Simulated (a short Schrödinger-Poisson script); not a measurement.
Structure: MOS inversion layer, HfO2 on p-type Si(100), at 300 K.

| layer | material | thickness (nm) | Na (cm⁻³) |
|---|---|---|---|
| 1 | HfO2 | 5.3 | - |
| 2 | Si | 860 | 2.5e17 |

Constants are typed, rounded textbook-type inputs, not results; the design itself was drawn at random and stands for no fabricated device. HfO2: permittivity 22, conduction-band edge (eV) 1.55, gap (eV) 5.7, electron mass (mₑ) 0.2. Si: permittivity 11.7, conduction-band edge (eV) 0, gap (eV) 1.124, Nv at 300 K (cm⁻³) 3.1e19.

Channel valleys (confinement mass, in-plane density-of-states mass, number): Δ2 0.916, 0.19, 2; Δ4 0.19, 0.417, 4. At the gate the conduction-band edge of layer 1 lies 2.01 eV − eVg above the Fermi level of the channel; the field vanishes at the back. Gaps are held at their typed values at every temperature. Mesh 0.03 nm at interfaces.

Solved with a short Schrödinger-Poisson script written for these runs: 1D Poisson equation in equilibrium, electrons quantum, Hartree (BenDaniel-Duke, 12 states a valley, the channel's in-plane mass for all, wave functions ending at the dielectric), parabolic valleys, classical holes, full ionisation, no traps, pinning or gate leakage.

Only gate voltages with over 1e8 electrons/cm² are shown.

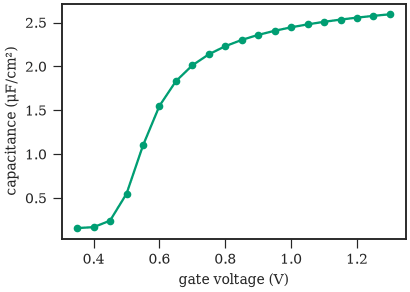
Fig. 1. Quasi-static capacitance against gate voltage

```csv
Vg (V),electrons (cm⁻²),C (μF/cm²),Δ2 E0 (meV),Δ2 E1 (meV),Δ4 E0 (meV),Δ4 E1 (meV)
0.35,5.52e8,0.158,247.9,297.7,293.8,376.0
0.45,1.86e10,0.243,155.8,207.8,203.8,289.5
0.55,3.18e11,1.10,80.5,136.0,131.9,221.3
0.65,1.24e12,1.83,41.4,103.2,99.2,192.3
0.75,2.48e12,2.14,19.0,87.6,83.8,180.0
0.85,3.87e12,2.30,2.8,78.1,74.4,173.3
0.95,5.33e12,2.41,-10.3,71.3,67.8,169.0
1.05,6.86e12,2.48,-21.8,65.9,62.5,165.9
1.15,8.42e12,2.53,-32.3,61.4,58.1,163.5
1.25,1.00e13,2.58,-42.1,57.5,54.3,161.5
```

Subbands count from the Fermi level.
